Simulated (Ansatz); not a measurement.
Calculation: PBE (plane waves to 420 eV, PAW; Ansatz, a first-principles code).

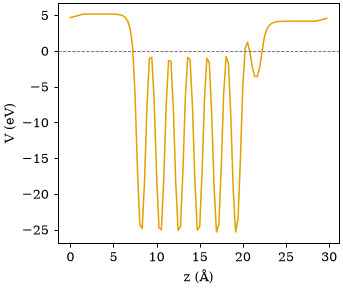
Planar average of the electrostatic potential across the slab, in eV from the Fermi level, for a constructed model of the (111) surface of fcc Rh, (√3x√3)R30° layer of In, one a cell, on the site that continues the host's stacking (bottom of the slab: a bare face, its two planes held)

Slab: 19 atoms, 13.6 Å thick at the start with caps and adatoms (thin: gaps and levels are the slab's own); k 9x9x1, smearing 0.1 eV, dipole-corrected; 6 atoms held, the rest relaxed; symmetry of the start imposed; no spin, no spin-orbit, no U. It is one candidate, not shown to be the stable structure of the face.

The vacuum level lies 4.16 eV above the Fermi level over the top face and 5.16 eV above it under the bottom face.
